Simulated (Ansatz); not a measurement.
# O on Ni(111): change of the work function, part 4 of 4

How does O on the fcc site change the work function of Ni(111) as the layer fills?

Ansatz 0.2.0; plane-wave DFT, PBE, Ansatz PAW.

So far, work function, upper face (eV): step 2 (the clean slab) 5.07; step 3 (17 atoms, coverage 0.25 ML, cell 2x2) 5.73.

**4. Adsorbate added, k-mesh 12×12×1, coverage 1 ML (continued)**

The steps of the relaxation:

| step | energy less that of the first step (eV) | largest force component (eV/Å) |
| --- | --- | --- |
| 1 | 0.0000 | 2.9656 |
| 2 | -0.1708 | 2.3291 |
| 3 | -0.2977 | 1.6084 |
| 4 | -0.3601 | 0.1658 |
| 5 | -0.3615 | 0.0025 |

Forces are held to the 6 operations that the run works with; a distortion that breaks them can't arise in this run.

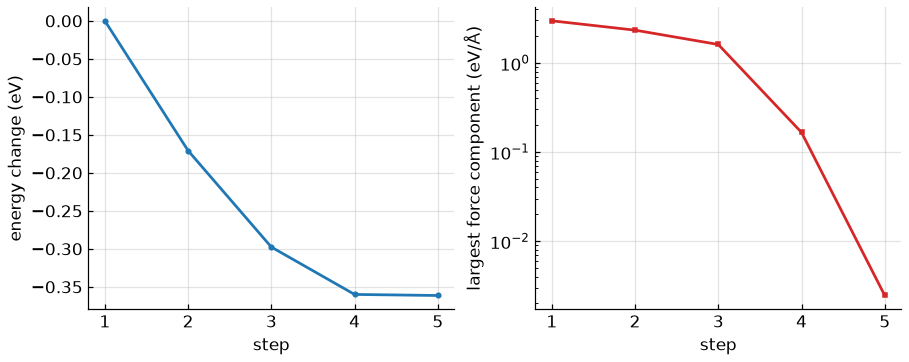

Energy and largest force along the relaxation.

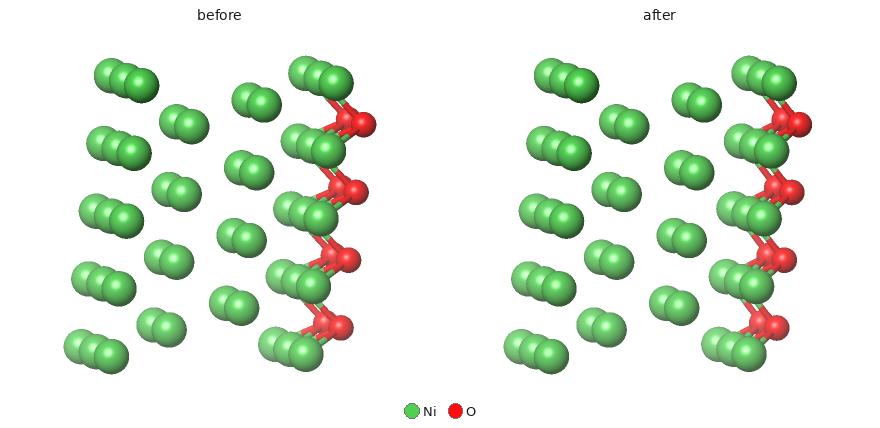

Before and after, at one scale. Bonds to atoms that aren't drawn are left out.

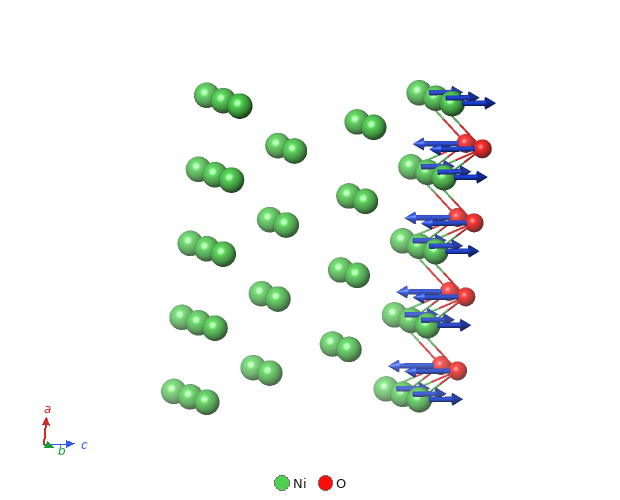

Displacements in the relaxation, exaggerated; the longest in the cell stands for 0.13 Å. Bonds to atoms that aren't drawn are left out. 4×2×1 cells are drawn. Some periodic images of atoms are drawn too.

The atoms that moved most (Å):

| atom | dx | dy | dz | length |
| --- | --- | --- | --- | --- |
| O5 | 0.000 | 0.000 | -0.131 | 0.131 |
| Ni4 | 0.000 | 0.000 | 0.097 | 0.097 |

Final coordinates:

```xyz
5
Lattice="2.4890 0.0000 0.0000 1.2445 2.1556 0.0000 0.0000 0.0000 25.3914" Properties=species:S:1:pos:R:3
Ni    0.0000    0.0000    9.0000
Ni    1.2445    0.7185   11.0323
Ni    2.4890    1.4370   13.0608
Ni    0.0000    0.0000   15.1598
O     1.2445    0.7185   16.2602
```

This step gave:

- energy at zero smearing: -23923.4004 eV
- total moment: 2.330 μB
- site moments: 0.7331, 0.7187, 0.6193, 0.2714, 0.09103 μB
- work function, upper face: 6.970 eV
- work function, lower face: 5.062 eV
- dipole along the normal: -0.05655 e·Å
- step between the vacuum levels: 1.907 eV

Running mean over 2.032 Å of the planar mean; the ramp of the sawtooth is left out. Table of electron's electrostatic potential energy less the Fermi level by z:

| z (Å) | electron's electrostatic potential energy less the Fermi level (eV) |
| --- | --- |
| 4 | 5.06 |
| 6 | 5.01 |
| 8 | -3.21 |
| 10 | -10.3 |
| 12 | -10.4 |
| 14 | -10.0 |
| 16 | -10.9 |
| 18 | 6.67 |
| 20 | 6.97 |
| 22 | 6.97 |

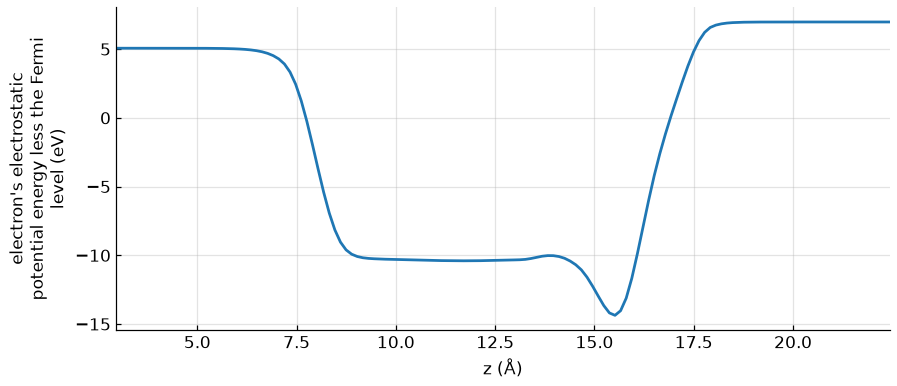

Electron's electrostatic potential energy less the Fermi level against z.

Site moment by atom:

| atom | site moment (μB) |
| --- | --- |
| Ni1 | 0.733 |
| Ni2 | 0.719 |
| Ni3 | 0.619 |
| Ni4 | 0.271 |
| O5 | 0.091 |

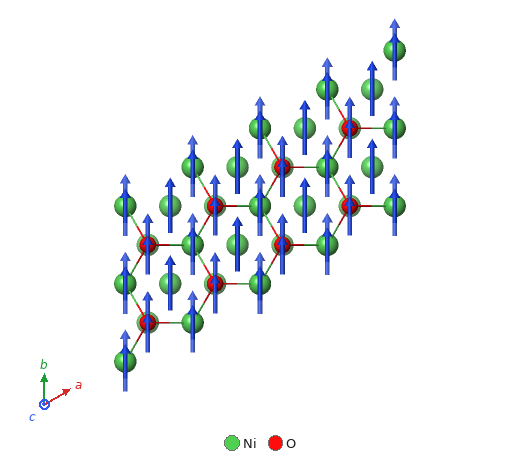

Site moment as arrows, the longest 0.733 μB. Up and down stand for the sign. Arrows give size and sign along the axis of quantisation, drawn up and down the page. Each arrow also spans its atom, so small moments look longer than they are. Bonds to atoms that aren't drawn are left out. 4×2×1 cells are drawn. Some periodic images of atoms are drawn too.

The relaxation took 5 steps and lowered the energy by 0.36 eV; the largest force on the free atoms ends at 0.0025 eV/Å.

The covered face has 6.97 eV, +1.90 eV against the clean one; the bare back face has moved by -0.02 eV, a measure of how thin the slab is.

**5. Work function against coverage**

This step: plane-wave DFT, PBE, Ansatz PAW; work function against coverage (Ansatz 0.2.0).

The runs are now put side by side.

This step gave:

- work function of the clean face: 5.072 eV
- largest change of the work function: 1.898 eV

The work function of the covered face by coverage:

| coverage (adsorbates/nm²) | work function of the covered face (eV) |
| --- | --- |
| 0.00 | 5.07 |
| 4.66 | 5.73 |
| 18.64 | 6.97 |

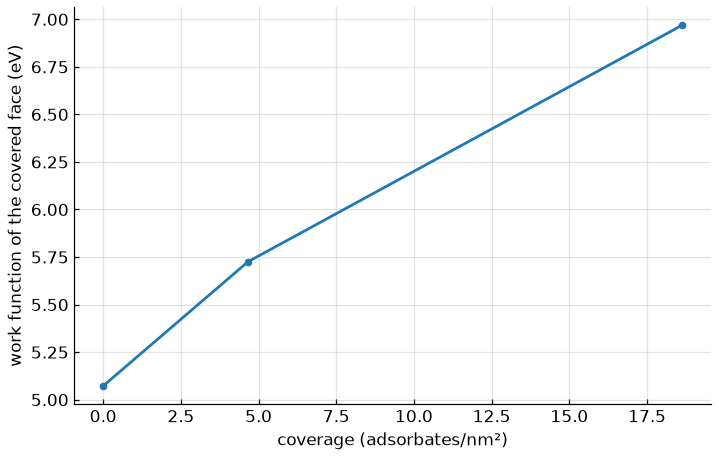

Work function of the covered face, plotted against coverage.

The dipole per adsorbate comes from the change of the cell's dipole. Coverage, by row:

| coverage (1/nm²) | coverage (ML) | work function (eV) | change (eV) | dipole per adsorbate, positive end outwards (debye) | mean height of the added atoms over the highest substrate atom (Å) |
| --- | --- | --- | --- | --- | --- |
| 4.66 | 0.25 | 5.725 | 0.653 | -0.377 | 1.094 |
| 18.64 | 1 | 6.97 | 1.898 | -0.273 | 1.1 |

**6. Summary of results**

```
work function of the clean face                        : 5.07 eV
work function at 0.25 ML                               : 5.73 eV
work function at 1 ML                                  : 6.97 eV
dipole per adsorbate at 0.25 ML, positive end outwards : -0.38 D
```

What this shows: O raises the work function of Ni(111) at the lowest coverage, by 0.65 eV: the adsorbate layer has its negative end outwards. The slab has 4 layers, at the tabulated experimental lattice constant, one starting site was run, and quantum-size effects of a slab this thin can reach one or two tenths of an eV. The magnetic order is the one reached from the typed start; other orders were not compared.

[Logs are printed without paths, hosts, clocks, repeated set-up lines and the standing remarks that a program may print on its own settings, such as how far it seeks lower states.]

[Hosts, paths, dates, database ids (printed as entryN), source tags and the programs' standing remarks are cut or masked in the printed files.]

[Maps of the electrostatic potential energy from Ansatz leave out the sawtooth potential of an applied field or a dipole correction, so their vacuum need not be flat; planar profiles and work functions include it.]
